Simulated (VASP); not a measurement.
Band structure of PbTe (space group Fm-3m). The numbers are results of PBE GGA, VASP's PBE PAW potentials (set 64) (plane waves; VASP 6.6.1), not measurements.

Unless said otherwise, spin-orbit coupling is left out, though it shifts the bands of the heavy elements here.

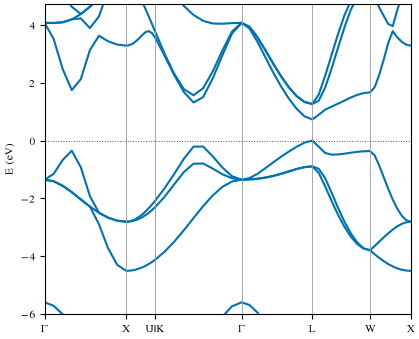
Bands along high-symmetry lines, zero at the valence-band maximum or, without a gap, the Fermi level

Question: Read the plot: is there a gap, and where are the band edges?

Answer: The gap is direct, 0.73 eV, from the valence maximum at L to the conduction minimum at L.

The structure is a typed PbTe crystal (Fm-3m). The cell was not relaxed at this level.
